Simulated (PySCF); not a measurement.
# CH3N (SMILES C[N]): a first try and a second

Wanted: the energy of CH3N, NEVPT2(8,8)/4-31G (density fitting with aug-cc-pvtz-jkfit).

The results are computed with PySCF 2.14.0.

3 further runs of the same task are left out: 3 set aside as unsound or not needed.

## Step 1: Starting point

CH3N has 5 atoms, charge 0, and is taken as a triplet. SMILES: `C[N]`. The coordinates come from a GFN2-xTB relaxation.

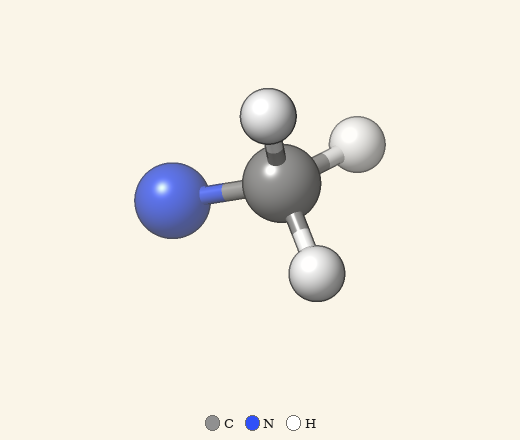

The structure, seen from a chosen angle (carbon grey, nitrogen blue, hydrogen white).

## Step 2: First attempt

Contents of geometry.xyz:

```xyz
5
CH3N
C     -0.026140    -0.009290    -0.007100
N      1.205850     0.428790     0.326800
H     -0.811210     0.665380     0.379200
H     -0.148300    -0.068860    -1.103600
H     -0.220190    -1.016020     0.404710
```

Contents of input.py:

```python
from pyscf import gto, scf, mcscf, mrpt

mol = gto.M(
    atom='geometry.xyz',
    verbose=4,
    max_memory=1860,
    basis='4-31g',
    spin=3,
)

myscf = scf.ROHF(mol)
myscf = myscf.density_fit(auxbasis='aug-cc-pvtz-jkfit')
myscf.max_cycle = 100
myscf = myscf.newton()
myscf.kernel()

cas = mcscf.CASSCF(myscf, 8, 8)
cas.fix_spin_(ss=3.75)
cas.natorb = True
cas.kernel()
e_pt2 = mrpt.NEVPT(cas).kernel()
etot = cas.e_tot + e_pt2
print(f'total energy: {etot:.8f} hartree')
dip = myscf.dip_moment()
pop, q = myscf.mulliken_pop()
```

Launch:

```sh
$ OMP_NUM_THREADS=1 python input.py
```

Log:

```text
RuntimeError: Electron number 16 and spin 3 are not consistent
Note mol.spin = 2S = Nalpha - Nbeta, not 2S+1
```

Run time: 0.46 s. Hardware: 1 thread of Arm Neoverse V2, shared host; peak memory 0.12 GiB.

## Step 3: Reading the log

The input was rejected.

The log says `RuntimeError: Electron number 16 and spin 3 are not consistent`. What is wrong: the electron count doesn't fit the spin or reference typed: an even count needs an odd multiplicity, an odd count an even one. To mend it: multiplicity 3 in place of 4.

## Step 4: Second attempt

Contents of input.xyz:

```xyz
5
CH3N
C     -0.026140    -0.009290    -0.007100
N      1.205850     0.428790     0.326800
H     -0.811210     0.665380     0.379200
H     -0.148300    -0.068860    -1.103600
H     -0.220190    -1.016020     0.404710
```

Contents of run.py:

```python
from pyscf import gto, scf, mcscf, mrpt

system = gto.M(
    atom='input.xyz',
    spin=2,
    verbose=4,
    basis='4-31g',
    charge=0,
    max_memory=1860,
)

mf = scf.ROHF(system)
mf = mf.density_fit(auxbasis='aug-cc-pvtz-jkfit')
mf.max_cycle = 100
mf = mf.newton()
mf.kernel()

cas = mcscf.CASSCF(mf, 8, 8)
cas.fix_spin_(ss=2.0)
cas.natorb = True
cas.kernel()
e_pt2 = mrpt.NEVPT(cas).kernel()
e_tot = cas.e_tot + e_pt2
print('E(%s) = %.9f' % ('NEVPT2', e_tot))
mf.analyze()
```

Launch:

```sh
$ OMP_NUM_THREADS=1 python run.py
```

Log:

```text
PySCF version 2.14.0

[... 85 lines left out ...]
sorting_mo_energy = False
[... 65 lines left out ...]
CASSCF energy = -93.9161961174949
[... 43 lines left out ...]
Total Energy =                         -93.855519193579354
[... 2 lines left out ...]
Two-electron Energy =                   63.315003839236724
[... 5 lines left out ...]
MO #1   energy= -15.5531426961006  | -15.5799081832936  | -15.5263772089075  occ= 2
[... 3 lines left out ...]
MO #24  energy= 1.80423337183133   | 1.78484812482288   | 1.82361861883975   occ= 0
[... 32 lines left out ...]
Dipole moment(X, Y, Z, Debye): -2.08565, -0.74162, -0.56523
```

Wall time 4.2 s (1 thread of Arm Neoverse V2, shared host); peak memory 0.13 GiB.

## Step 5: Summary of results

Level: NEVPT2(8,8)/4-31G (density fitting with aug-cc-pvtz-jkfit).

| quantity | value |
| --- | --- |
| total energy | -94.01692 Eh |
| dipole moment (Hartree–Fock density) | 2.28 D |

**Reading.** Mulliken charges of the mean-field density run from -0.39 on C1 to +0.19 on H3; they depend strongly on the basis.
